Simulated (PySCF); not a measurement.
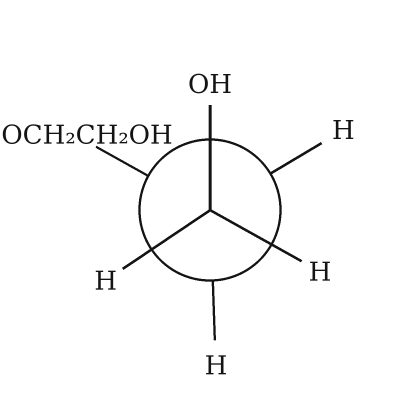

A Newman projection along the C–C bond, carbon in front; angles are drawn as computed, but eclipsed bonds slightly apart. The geometry was computed by an optimisation with PBE0-D3(BJ)/def2-SVP. No frequency run is at hand to confirm it as a minimum.

### Which molecule is it?

C4H10O3, OCCOCCO

### What is the torsion angle from the front OH to the back OCH2CH2OH? The sign is positive where the front bond must turn clockwise to cover the back bond.

−61°, synclinal (gauche). The conformation about this bond is staggered.
